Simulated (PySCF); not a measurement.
# SiH2 (SMILES [SiH2]) at FCI/SBKJC (core potential)

What is the energy change on altering one bond length of SiH2 at FCI/SBKJC (core potential)? 

The calculation is run with PySCF 2.14.0.

8 further runs of the same task are left out: 8 set aside as unsound or not needed.

## Step 1: Starting point

SiH2 has 3 atoms, charge 0, and is taken as a singlet. As SMILES, `[SiH2]`. Geometry: relaxed at PBE0-D4/def2-TZVP.

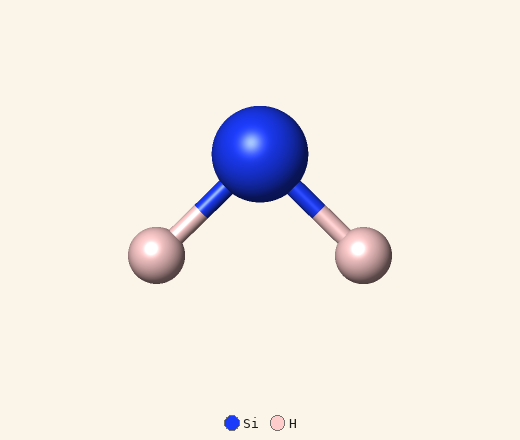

The structure, seen from a chosen angle (silicon blue, hydrogen pink).

## Step 2: A single-point energy at FCI/SBKJC (core potential)

mol.xyz reads:

```xyz
3

Si    -0.491200     0.468600    -0.213600
H      0.840300     0.578600     0.522500
H     -0.349100    -1.047200    -0.308900
```

job.py reads:

```python
from pyscf import gto, mcscf
from pyscf import fci

mol = gto.M(
    atom='mol.xyz',
    ecp={'Si': 'sbkjc'},
    basis='sbkjc',
    max_memory=1860,
    verbose=3,
)

mf = mol.RHF()
mf.conv_tol = 1e-10
mf.kernel()
if not mf.converged:
    mf = mf.newton().run(mf.mo_coeff, mf.mo_occ)

cas = mcscf.CASCI(mf, mf.mo_coeff.shape[-1] - 0, (mol.nelec[0] - 0, mol.nelec[1] - 0))  # full CI above the frozen core
cas.fcisolver = fci.direct_spin0.FCI(mol)  # even spin states alone
cas.kernel()
print('<S^2> = %.4f' % cas.fcisolver.spin_square(cas.ci, cas.ncas, cas.nelecas)[0])
e_tot = cas.e_tot
print('Final energy', e_tot)
```

Launch:

```
$ OMP_NUM_THREADS=1 python job.py
```

The program printed:

```text
converged SCF energy = -4.79782724521946
CASCI E = -4.85731926702090  E(CI) = -7.87540781417617  S^2 = 0.0000000
<S^2> = 0.0000
Final energy -4.857319267020898
```

Run time: 0.99 s. Hardware: 1 thread of Arm Neoverse V2, shared host; peak memory 0.13 GiB.

## Step 3: The distorted shape, same level

Changes to job.py since step 2:

```diff
@@ -4,7 +4,12 @@
 mol = gto.M(
-    atom='mol.xyz',
+    atom='''
+Si    -1.143063     3.177146    -0.259569
+H      1.373107     3.385015     1.131458
+H     -0.659703    -1.978921    -0.583736
+''',
+    unit='bohr',
     ecp={'Si': 'sbkjc'},
-    basis='sbkjc',
     max_memory=1860,
     verbose=3,
+    basis='sbkjc',
 )
@@ -21,3 +26,3 @@
 print('<S^2> = %.4f' % cas.fcisolver.spin_square(cas.ci, cas.ncas, cas.nelecas)[0])
-e_tot = cas.e_tot
-print('Final energy', e_tot)
+energy = cas.e_tot
+print('E = %.10f Eh' % energy)
```

Launch:

```
$ OMP_NUM_THREADS=1 python job.py
```

The program printed:

```text
converged SCF energy = -4.68531073254387
CASCI E = -4.78666092501184  E(CI) = -7.11221984803105  S^2 = 0.0000000
<S^2> = 0.0000
E = -4.7866609250 Eh
```

It took 1.1 s on 1 thread of Arm Neoverse V2, shared host; peak memory 0.13 GiB.

## Step 4: Summary of results

Level: FCI/SBKJC (core potential).

| quantity | value |
| --- | --- |
| first shape: total energy | -4.85732 Eh |
| first shape: dipole moment (Hartree–Fock density) | 1.11 D |
| first shape: HOMO energy (Hartree–Fock orbitals) | -9.05 eV |
| first shape: LUMO energy (Hartree–Fock orbitals) | -0.05 eV |
| first shape: HOMO–LUMO gap (Hartree–Fock orbitals) | 8.99 eV |
| first shape: correlation energy | -59.5 mEh |
| distorted shape: total energy | -4.78666 Eh |
| distorted shape: dipole moment (Hartree–Fock density) | 2.60 D |
| distorted shape: HOMO energy (Hartree–Fock orbitals) | -8.06 eV |
| distorted shape: LUMO energy (Hartree–Fock orbitals) | -0.70 eV |
| distorted shape: HOMO–LUMO gap (Hartree–Fock orbitals) | 7.36 eV |
| distorted shape: correlation energy | -101.4 mEh |
| energy change with the Si1–H3 bond stretched from 1.525 to 2.746 Å | 1.923 eV |

What this shows: With the Si1–H3 bond stretched from 1.525 to 2.746 Å the energy rises by 1.92 eV (44 kcal/mol). The first shape isn't relaxed at this level, so the change isn't measured from a minimum.
